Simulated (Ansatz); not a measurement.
**Rh2Ge, pressure series**

Start from Rh2Ge (space group Pnma, No. 62).

```yaml
crystal:
  lattice:
    - [5.41472, 0.00000, 0.00000]
    - [0.00000, 4.00551, 0.00000]
    - [0.00000, 0.00000, 7.57551]
  atoms:
    - { symbol: Ge, position: [0.79027, 0.75000, 0.10367] }
    - { symbol: Ge, position: [0.20973, 0.25000, 0.89633] }
    - { symbol: Ge, position: [0.70973, 0.25000, 0.60367] }
    - { symbol: Ge, position: [0.29027, 0.75000, 0.39633] }
    - { symbol: Rh, position: [0.46987, 0.75000, 0.70687] }
    - { symbol: Rh, position: [0.53013, 0.25000, 0.29313] }
    - { symbol: Rh, position: [0.03013, 0.25000, 0.20687] }
    - { symbol: Rh, position: [0.96987, 0.75000, 0.79313] }
    - { symbol: Rh, position: [0.33637, 0.75000, 0.06952] }
    - { symbol: Rh, position: [0.66363, 0.25000, 0.93048] }
    - { symbol: Rh, position: [0.16363, 0.25000, 0.56952] }
    - { symbol: Rh, position: [0.83637, 0.75000, 0.43048] }
```

Cell and atoms are relaxed at each pressure.

Calculations: PBEsol (Ansatz, a quantum-chemistry and plane-wave program), spin-orbit coupling left out, earlier PAW set.

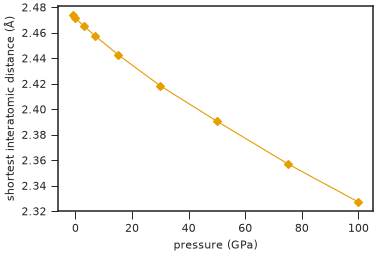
Fig. 1. Shortest interatomic distance against pressure

```
pressure (GPa)  shortest interatomic distance
--------------  -----------------------------
-1                                    2.474 Å
3                                     2.465 Å
7                                     2.457 Å
15                                    2.443 Å
30                                    2.418 Å
50                                    2.390 Å
75                                    2.357 Å
100                                   2.327 Å
```

Load acts through the strain it causes; cell and atoms are relaxed under it. No phonon test of stability was made. Competing high-pressure phases were not computed. The final runs are not spin-polarised.
